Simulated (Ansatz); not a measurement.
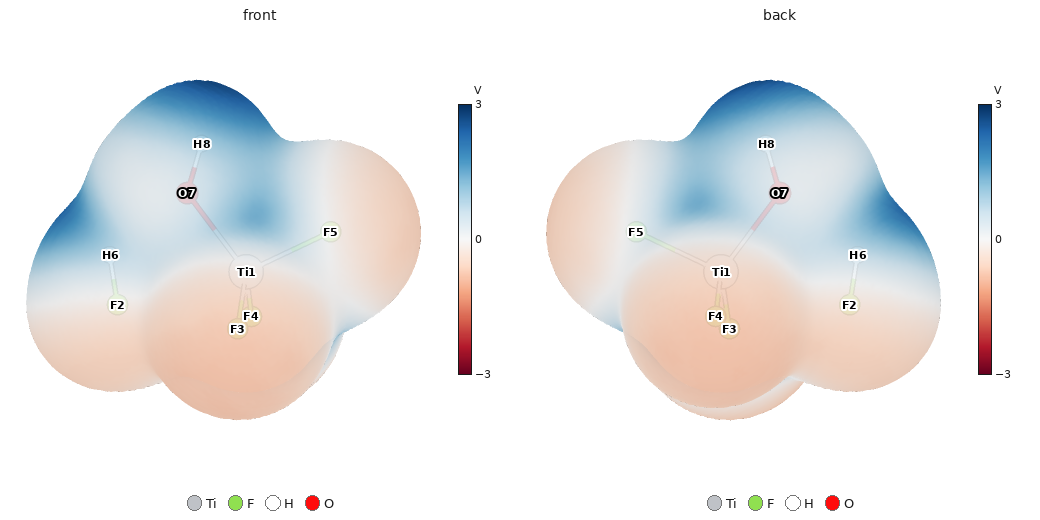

Figure. F3HOTi···HF. The electrostatic potential painted on the density surface at 0.001 e/bohr³, seen from the front and from behind; the colour scale runs from red (negative) to blue (positive).

The product side of a reaction path; geometry: PBE0-D4/def2-TZVP.

Computed with RKS PBE0-D4/def2-TZVPP in Ansatz.

Input file:

```
crystal:
  periodic: [false, false, false]
  atoms:
    - {symbol: Ti, position_ang: [-0.472247, 0.067243, -0.554122]}
    - {symbol: F, position_ang: [0.467512, -1.621825, 0.991300]}
    - {symbol: F, position_ang: [0.206197, -1.028287, -1.733803]}
    - {symbol: F, position_ang: [-1.959716, -0.483511, 0.178161]}
    - {symbol: F, position_ang: [-0.937276, 1.470022, -1.480808]}
    - {symbol: H, position_ang: [0.952756, -0.897126, 1.334704]}
    - {symbol: O, position_ang: [0.733373, 0.787858, 0.606510]}
    - {symbol: H, position_ang: [1.009400, 1.705526, 0.658060]}
basis:
  gaussian: {orbitals: def2-TZVPP}
hamiltonian: {xc: pbe0, dispersion: d4}
output: {orbitals: {seedname: orbitals}}
```

Command:

```sh
ansatz run in.yaml --threads 8 --pin off --events-out ev --progress --plain --max-ram 19148MiB
```

### Where is the surface potential most negative and most positive?

The most negative region (about −0.8 V, or −18 kcal/mol for a unit charge) lies over F3 and F4, the most positive (about +2.7 V, or +62 kcal/mol for a unit charge) over H8.
